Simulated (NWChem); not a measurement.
**BHSCl (SMILES S[B]Cl): levels of theory compared**

Aim: a comparison of 4 runs (UHF/STO-3G, UHF/3-21G, UB3LYP/6-31G*) of BHSCl. 

Program for the calculation: NWChem 7.3.0.

## (1) Starting point

BHSCl: 4 atoms, total charge 0, spin state doublet. As SMILES, `S[B]Cl`. Geometry: relaxed at PBE0-D4/def2-TZVP.

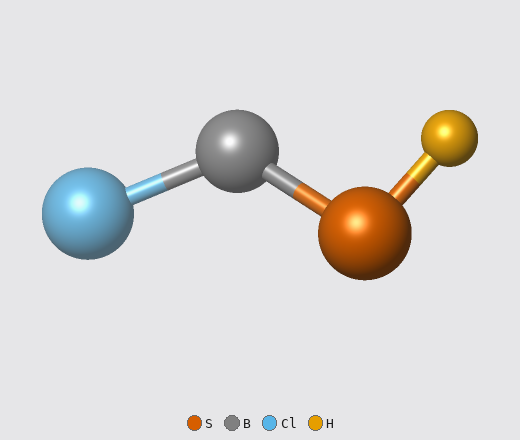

Viewed from a chosen angle; sulfur orange, boron grey, chlorine blue, hydrogen amber.

## (2) Energy and gradient at UHF/STO-3G (run 1)

The input, bclhs.xyz:

```xyz
4
BClHS gradient
S      0.566400    -0.789100     0.531400
B     -0.299600     0.475700    -0.345800
Cl    -2.014100     0.616000    -0.427300
H      1.802900    -0.362900     0.221400
```

The input, bclhs.nw:

```
start bclhs
title "BClHS gradient"
memory total 2200 mb

geometry units angstroms noautosym nocenter noautoz
   load format xyz bclhs.xyz
end

basis spherical bse
   * library STO-3G
end

scf
   nopen 1
   uhf
   thresh 1e-08
   maxiter 80
   noprint "final vectors analysis"
end

task scf gradient
```

Run with:

```bash
$ nwchem bclhs.nw > bclhs.out
```

The program printed:

```text
[...]
  functions       =    24
[...]
  wavefunction    = UHF
[...]
         Total SCF energy =   -872.703935484897
      One electron energy =  -1421.707418128212
      Two electron energy =    442.658394743991
 Nuclear repulsion energy =    106.345087899324
                       Sz =      0.5000
                 Sz(Sz+1) =      0.7500
                      S^2 =      0.7574
[...]
                         UHF ENERGY GRADIENTS
    atom               coordinates                        gradient
                 x          y          z           x          y          z
   1 S       1.070341  -1.491183   1.004200   -0.001467  -0.011693   0.008196
   2 B      -0.566162   0.898943  -0.653467   -0.041582   0.011536  -0.007681
   3 Cl     -3.806097   1.164071  -0.807480    0.034848  -0.002532   0.001438
   4 H       3.406987  -0.685782   0.418385    0.008202   0.002689  -0.001953
[...]
```

It took 3 s on 1 thread of Intel Xeon Platinum 8375C at 2.90GHz (Ice Lake), shared host; peak memory 0.099 GiB.

## (3) Energy and forces at UHF/3-21G (run 2)

The input, input.xyz:

```xyz
4
BClHS gradient
S      0.566400    -0.789100     0.531400
B     -0.299600     0.475700    -0.345800
Cl    -2.014100     0.616000    -0.427300
H      1.802900    -0.362900     0.221400
```

The input, run.py:

```python
from ase.io import read
from ase.calculators.nwchem import NWChem

mol = read('input.xyz')

calc = NWChem(
    label='input',
    theory='scf',
    memory='2200 mb',
    basis='3-21G',
    basispar='spherical bse',
    scf={'nopen': '1', 'uhf': None, 'thresh': '1e-08', 'maxiter': '80'},
)
mol.calc = calc

forces = mol.get_forces()
print("Total energy (eV):", round(mol.get_potential_energy(), 6))
print("forces (eV/A):")
for s, f in zip(mol.symbols, forces):
    print(f"{s:2s} {f[0]:10.5f} {f[1]:10.5f} {f[2]:10.5f}")
```

Run with:

```bash
$ export ASE_NWCHEM_COMMAND="nwchem PREFIX.nwi > PREFIX.nwo"
$ python run.py
```

The program printed:

```text
Total energy (eV): -23890.724837
forces (eV/A):
S     0.54621   -0.51839    0.35785
B     0.59490    0.50106   -0.35635
Cl   -1.44352    0.19242   -0.12089
H     0.30241   -0.17509    0.11940
```

The calculator wrote input.nwi:

```
title "input"

permanent_dir input

scratch_dir input

start input

geometry units angstrom nocenter noautosym noautoz
  S  5.6640000000000001e-01 -7.8910000000000002e-01 5.3139999999999998e-01
  B  -2.9959999999999998e-01 4.7570000000000001e-01 -3.4580000000000000e-01
  Cl -2.0141000000000000e+00 6.1599999999999999e-01 -4.2730000000000001e-01
  H  1.8028999999999999e+00 -3.6290000000000000e-01 2.2140000000000001e-01
end

memory 2200 mb

basis spherical bse noprint
   * library 3-21G
end

scf
  nopen 1
  uhf
  thresh 1e-08
  maxiter 80
end

task scf gradient
```

input.nwo:

```text
Northwest Computational Chemistry Package (NWChem) 7.3.0
             --------------------------------------------------------

           Job information
           ---------------

    nwchem branch   = 7.3.0
    use scalapack   = T
    input           = input.nwi
    prefix          = input.
    data base       = input/input.db
    status          = startup
    nproc           =        1

           Memory information
           ------------------

[... 5 lines left out ...]
    hardfail = no
[... 113 lines left out ...]
 1-e energy   =   -1424.436982
[... 9 lines left out ...]
 Convergence threshold     :          1.000E-08
[... 16 lines left out ...]
      One electron energy =  -1424.554240562167
[... 9 lines left out ...]
          Final alpha eigenvalues
[... 237 lines left out ...]
                     UHF Final Beta Molecular Orbital Analysis
[... 248 lines left out ...]
                 ----------------------------------------
                 |  Time  |  1-e(secs)   |  2-e(secs)   |
                 ----------------------------------------
                 |  CPU   |       0.00   |       0.73   |
                 ----------------------------------------
                 |  WALL  |       0.00   |       0.73   |
                 ----------------------------------------

 Task  times  cpu:        2.2s     wall:        2.2s
 Total times  cpu:        2.2s     wall:        2.2s
```

Run time: 3.6 s. Hardware: 1 thread of Intel Xeon Platinum 8375C at 2.90GHz (Ice Lake), shared host; peak memory 0.1 GiB.

Run 3 isn't shown in full; the table further down has it.

## (4) Energy and gradient at UB3LYP/6-31G(d) (Cartesian functions) (run 4)

The input, mymol.nw:

```
start mymol
memory total 2200 mb

geometry noautosym nocenter noautoz
   S        0.566400      -0.789100       0.531400
   B       -0.299600       0.475700      -0.345800
   Cl      -2.014100       0.616000      -0.427300
   H        1.802900      -0.362900       0.221400
end

basis
   * library 6-31G*
end

dft
   xc b3lyp
   mult 2
   grid xfine
   convergence energy 1e-08
   iterations 100
   mulliken
   print medium
end

task dft gradient
```

Run with:

```bash
$ nwchem mymol.nw > mymol.out
```

The program printed:

```text
[...]
          Wavefunction type:  spin polarized.
          No. of atoms     :     4
          No. of electrons :    39
[...]
          Charge           :     0
          Spin multiplicity:     2
[...]
          AO basis - number of functions:    55
[...]
              XC Information
              --------------
                         B3LYP Method XC Potential
                     Hartree-Fock (Exact) Exchange  0.200
                        Slater Exchange Functional  0.800 local
                    Becke 1988 Exchange Functional  0.720 non-local
              Lee-Yang-Parr Correlation Functional  0.810
                  VWN I RPA Correlation Functional  0.190 local
[...]
 d= 0,ls=0.0,diis     1   -883.7659347147 -9.90D+02  1.39D-02  1.41D-01     2.7
[...]
 d= 0,ls=0.0,diis    11   -883.8300414597 -5.30D-09  7.53D-07  8.44D-10    24.7
[...]
         Total DFT energy =     -883.830041459705
      One electron energy =    -1430.188090809222
           Coulomb energy =      498.392998542875
    Exchange-Corr. energy =      -58.380037092682
 Nuclear repulsion energy =      106.345087899324
[...]
      <S2> =      0.7526 (Exact =     0.7500)
[...]
  wavefunction    = open shell
                         DFT ENERGY GRADIENTS
    atom               coordinates                        gradient
                 x          y          z           x          y          z
   1 S       1.070341  -1.491183   1.004200   -0.002241   0.006338  -0.004418
   2 B      -0.566162   0.898943  -0.653467   -0.003492  -0.005020   0.003543
   3 Cl     -3.806097   1.164071  -0.807480    0.009774  -0.001277   0.000804
   4 H       3.406987  -0.685782   0.418385   -0.004041  -0.000040   0.000072
[...]
```

It took 34 s on 1 thread of Intel Xeon Platinum 8375C at 2.90GHz (Ice Lake), shared host; peak memory 0.12 GiB.

## (5) All runs side by side

```tsv
run	level	iteration cap	module	energy (Eh)	dipole moment (D)	⟨S²⟩	largest force (eV/Å)	wall time
1	UHF/STO-3G	80	scf	-872.703935	2.48	0.757	2.254	3 s
2	UHF/3-21G	80	scf	-877.967951	2.10	0.756	1.461	3.6 s
3	UB3LYP/6-31G* (spherical functions)	100	dft	-883.823478	1.27	0.753	0.491	34 s
4	UB3LYP/6-31G* (Cartesian functions)	100	dft	-883.830041	1.27	0.753	0.509	34 s
```

## (6) Results

| quantity | value |
| --- | --- |
| run 4: total energy | -883.83004 Eh |
| run 4: dipole moment | 1.27 D |
| run 4: HOMO energy (highest over α and β) | -5.69 eV |
| run 4: LUMO energy (lowest over α and β) | -1.90 eV |
| run 4: ⟨S²⟩ | 0.753 |
| run 4: largest force on an atom | 0.509 eV/Å |

**Reading.** The dipole moment (its size) runs from 1.27 D (UB3LYP/6-31G*) to 2.48 D (UHF/STO-3G). The two ends differ in method and basis. In run 1 the basis is minimal, so the values are rough. All runs together took 74 s, the longest 34 s.
